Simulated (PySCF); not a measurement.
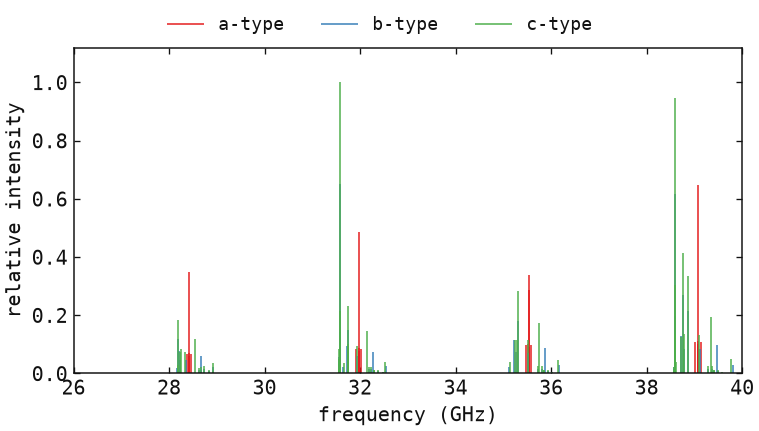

C₂H₃F₃S, SMILES FC(F)(F)CS. Simulated rotational absorption lines between 26 and 40 GHz at 10 K: rigid rotor with the equilibrium constants and dipole of one optimised conformer (PBE0-D3(BJ)/def2-SVP, PySCF), commonest isotopes; no centrifugal distortion, hyperfine structure, internal rotation or nuclear-spin weights; lines within 1 MHz of each other are summed. Lines of different type are drawn apart.

**What are the rotational constants, and what kind of rotor is it?**

Rotational constants A, B, C = 5.284, 1.782, 1.771 GHz; Ray's κ = −0.99, a near-prolate asymmetric top.

**Which dipole components drive the lines?**

|μa|, |μb|, |μc| = 0.68, 0.95, 1.18 D; c-type lines carry 46 % of the intensity in this range.

Known limits of this run: coarse grid, loose stop and no frequency check, small forces are noise and the end may be a saddle.
